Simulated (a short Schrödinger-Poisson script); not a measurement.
Stack: MOS inversion layer, SiO2 on p-type GaAs, at 400 K.

| layer | material | thickness (nm) | Na (cm⁻³) |
|---|---|---|---|
| 1 | SiO2 | 1.6 | - |
| 2 | GaAs | 2200 | 5.1e16 |

Constants are typed, rounded textbook-type inputs, not results; the design itself was drawn at random and stands for no fabricated device. SiO2: permittivity 3.9, conduction-band edge (eV) 3.17, gap (eV) 9, electron mass (mₑ) 0.5. GaAs: permittivity 12.9, conduction-band edge (eV) 0, gap (eV) 1.424, Nv at 300 K (cm⁻³) 9e18.

Channel valleys (confinement mass, in-plane density-of-states mass, number): Γ 0.067, 0.067, 1. At the gate the conduction-band edge of layer 1 lies 3.5 eV − eVg above the Fermi level of the channel; the field vanishes at the back. Gaps are held at their typed values at every temperature. Mesh 0.03 nm at interfaces.

From a short Schrödinger-Poisson script (our own, NumPy): 1D Poisson equation in equilibrium, electrons quantum, Hartree (BenDaniel-Duke, 12 states a valley, the channel's in-plane mass for all, wave functions free to enter the dielectric), parabolic valleys, classical holes, full ionisation, no traps, pinning or gate leakage.

Only gate voltages with over 1e8 electrons/cm² are shown.

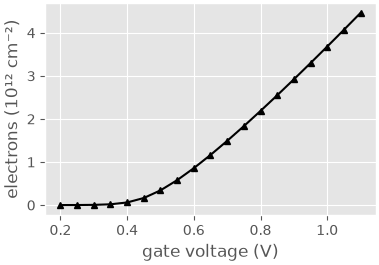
Sheet density against gate voltage

| Vg (V) | electrons (cm⁻²) | C (μF/cm²) | Γ E0 (meV) | Γ E1 (meV) |
|---|---|---|---|---|
| 0.2 | 3.20e8 | 0.0674 | 280.8 | 354.6 |
| 0.25 | 1.25e9 | 0.0698 | 233.7 | 308.8 |
| 0.3 | 4.82e9 | 0.0830 | 186.9 | 263.2 |
| 0.35 | 1.80e10 | 0.133 | 141.0 | 218.7 |
| 0.4 | 6.07e10 | 0.269 | 98.4 | 177.6 |
| 0.45 | 1.64e11 | 0.491 | 62.3 | 143.7 |
| 0.5 | 3.41e11 | 0.702 | 34.1 | 118.2 |
| 0.55 | 5.79e11 | 0.854 | 11.9 | 99.3 |
| 0.6 | 8.57e11 | 0.957 | -6.4 | 84.5 |
| 0.65 | 1.16e12 | 1.03 | -22.4 | 72.3 |
| 0.7 | 1.49e12 | 1.08 | -36.9 | 61.8 |
| 0.75 | 1.83e12 | 1.12 | -50.3 | 52.4 |
| 0.8 | 2.19e12 | 1.16 | -63.0 | 43.9 |
| 0.85 | 2.55e12 | 1.18 | -75.3 | 36.0 |
| 0.9 | 2.92e12 | 1.21 | -87.1 | 28.6 |
| 0.95 | 3.30e12 | 1.22 | -98.7 | 21.6 |
| 1 | 3.68e12 | 1.24 | -110.1 | 15.0 |
| 1.05 | 4.07e12 | 1.26 | -121.3 | 8.6 |
| 1.1 | 4.46e12 | 1.27 | -132.3 | 2.5 |

Subbands count from the Fermi level.

Above a few 1e12 electrons/cm² a light Γ valley is non-parabolic and upper valleys begin to fill, which the model leaves out.
